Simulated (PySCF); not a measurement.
SMILES FC(F)(F)c1ccc(-c2cccs2)cc1 at its GFN2-xTB optimised geometry (Å):

```
22

F     -1.5555    -4.6956     0.7383
C     -2.1395    -3.7586    -0.0285
F     -2.1945    -4.2826    -1.2715
F     -3.4099    -3.6632     0.3902
C     -1.4071    -2.4503     0.0000
C     -2.1050    -1.2495    -0.0081
C     -1.4110    -0.0580    -0.0077
C     -0.0133    -0.0347    -0.0035
C      0.7020     1.2233    -0.0022
C      2.0549     1.4474     0.0029
C      2.3972     2.8120     0.0033
C      1.3076     3.6242    -0.0014
S     -0.1587     2.7390    -0.0064
C      0.6705    -1.2554     0.0000
C     -0.0170    -2.4503     0.0000
H     -3.1841    -1.2523    -0.0098
H     -1.9559     0.8742    -0.0114
H      2.7914     0.6649     0.0063
H      3.4099     3.1732     0.0071
H      1.2744     4.6956    -0.0021
H      1.7481    -1.2708     0.0023
H      0.5187    -3.3874     0.0051
```

Computed with PBE0/def2-SVP (PySCF). Cells within 0.4 Å of a nucleus heavier than hydrogen are left out (blank, or x).

Map of the log10 of the electron density (e/bohr³), floored at −4 on the plane z = 0.0 Å:

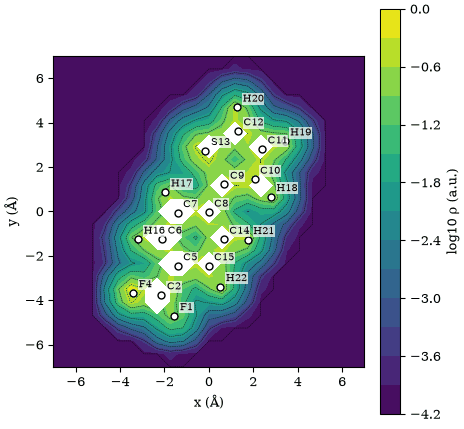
*Log10 of the electron density (e/bohr³), floored at −4 on the plane z = 0.0 Å.*
